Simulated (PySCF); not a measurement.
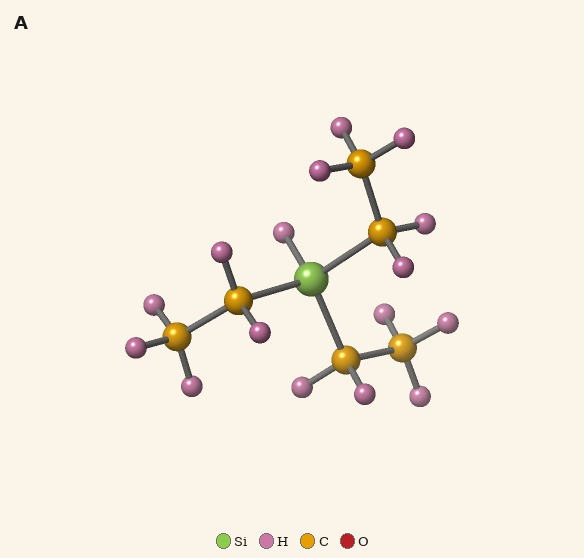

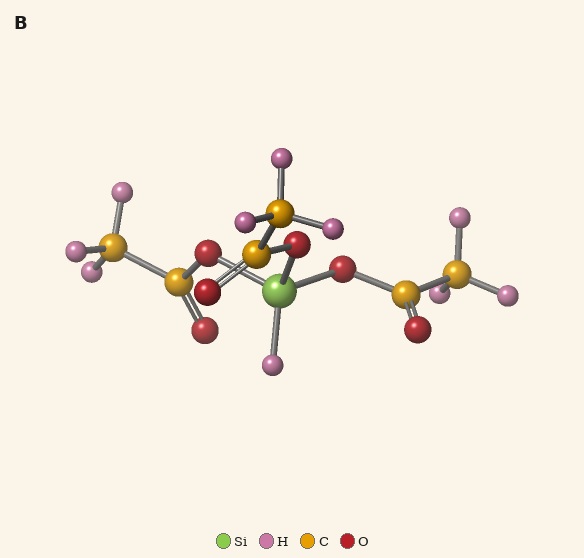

Two related species, optimised with PBE0-D3(BJ)/def2-SVP; properties computed with PySCF 2.14.0. Both: charge 0, singlet.

**Identify both.**

A is SiHEt3 (CC[SiH](CC)CC), B is SiH(OAc)3 (CC(=O)O[SiH](OC(C)=O)OC(C)=O).

Compare them. With B3LYP/pcSseg-1: dipole moment (D), HOMO–LUMO gap (eV), HOMO energy (Kohn–Sham orbital) (eV), shielding of Si (ppm). With CAM-B3LYP/def2-SVPD: lowest vertical singlet excitation (eV), mean static polarisability (bohr³). With PBE0/pcSseg-1: Hirshfeld charge of Si (e), IAO charge of Si (e). With PBE0-D3(BJ)/def2-SVP: mean Si–H length (Å).

```csv
quantity,A,B
dipole moment (D),0.61,3.31
HOMO–LUMO gap (eV),8.79,7.61
HOMO energy (Kohn–Sham orbital) (eV),−7.70,−8.05
shielding of Si (ppm),336.7,388.0
lowest vertical singlet excitation (eV),7.72,5.85
mean static polarisability (bohr³),101.0,111.1
Hirshfeld charge of Si (e),0.36,0.50
IAO charge of Si (e),0.92,1.44
mean Si–H length (Å),1.505,1.464
```

Each is one conformer, and no frequency run is at hand to confirm it as a minimum.
